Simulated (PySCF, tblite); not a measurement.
# C₅H₇ClSSi: geometry, infrared bands and NMR shifts

Aim: predict the infrared bands and NMR shifts of C₅H₇ClSSi (`C[SiH2]c1cc(Cl)cs1`).

Computed with tblite 0.8.0 and PySCF 2.14.0, with density-fitted response routines of our own, on a single molecule in the gas phase. Atoms count from 0, in the outputs and in this text.

## 1. The molecule as given

15 atoms, charge 0, multiplicity 1; geometry from: force field or distance geometry start.

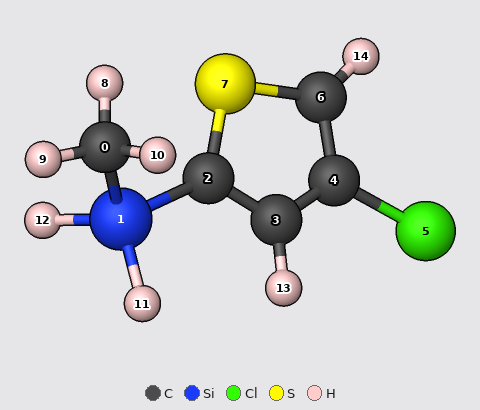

As it starts; carbon dark grey, silicon blue, chlorine green, sulfur yellow, hydrogen pink, atoms numbered.

## 2. Relaxing the molecule with GFN2-xTB

The job: settings as JSON, then the geometry in Å.

```
{"job": {"kind": "relax", "xc": "GFN2-xTB", "basis": "xTB"}, "charge": 0, "multiplicity": 1}
C     -2.584800     0.776000     0.042900
Si    -1.532500    -0.747200    -0.153000
C      0.236500    -0.212400    -0.238600
C      1.271500    -0.678600     0.483500
C      2.493000    -0.172200     0.294400
Cl     3.919900    -0.736400     1.202000
C      2.634700     0.814600    -0.654100
S      0.968300     0.931900    -1.178700
H     -2.224000     1.495700    -0.716200
H     -3.684500     0.554800    -0.137600
H     -2.437500     1.174200     1.063700
H     -1.730200    -1.628400     1.031000
H     -1.969400    -1.401800    -1.376200
H      1.094200    -1.493400     1.242300
H      3.540500     1.331400    -0.927200
```

Started as:

```sh
> OMP_NUM_THREADS=1 python probes_run.py task.json out
```

The driver reads the jobs from task.json and runs them one after another.

**Question.** This job is followed by: GFN2-xTB harmonic vibrations, gas phase; GIAO PBE0/pcSseg-1 NMR shielding, non-relativistic, gas phase. Predict these results of the whole session: strongest single infrared mode (GFN2-xTB); zero-point energy (GFN2-xTB); ¹³C shifts against TMS (PBE0/pcSseg-1); ¹H shifts against TMS (PBE0/pcSseg-1, means over atoms taken as alike); ²⁹Si shifts against TMS (PBE0/pcSseg-1); ³⁵Cl shifts against HCl (PBE0/pcSseg-1); ³³S shifts against CS2 (PBE0/pcSseg-1).

As calculated:

```
                                                              quantity                                 value
                             strongest single infrared mode (GFN2-xTB)                 2225 cm⁻¹, 315 km/mol
                                          zero-point energy (GFN2-xTB)                         62.0 kcal/mol
                                ¹³C shifts against TMS (PBE0/pcSseg-1)  144.7, 141.2, 136.2, 136.0, -3.7 ppm
¹H shifts against TMS (PBE0/pcSseg-1, means over atoms taken as alike)            7.30, 7.21, 4.83, 0.42 ppm
                               ²⁹Si shifts against TMS (PBE0/pcSseg-1)                             -48.8 ppm
                               ³⁵Cl shifts against HCl (PBE0/pcSseg-1)                               184 ppm
                                ³³S shifts against CS2 (PBE0/pcSseg-1)                               252 ppm
```

Over 45 steps the energy fell by 0.950 eV; of the close pairs, C2–S7 changed most, 1.652 to 1.736 Å. All 39 modes are real, so the xTB geometry is a minimum. The strongest single mode, at 2225 cm⁻¹, moves mainly H12. Unscaled tight-binding wavenumbers are off by several per cent, some by more. Its intensities can rank the bands wrongly. At PBE0/pcSseg-1: Shielding is most anisotropic at Cl5 (span 502 ppm, paramagnetic term -379 ppm). NICS(1)zz of -25 ppm above the planar ring from C2 marks a diatropic (aromatic) ring current.
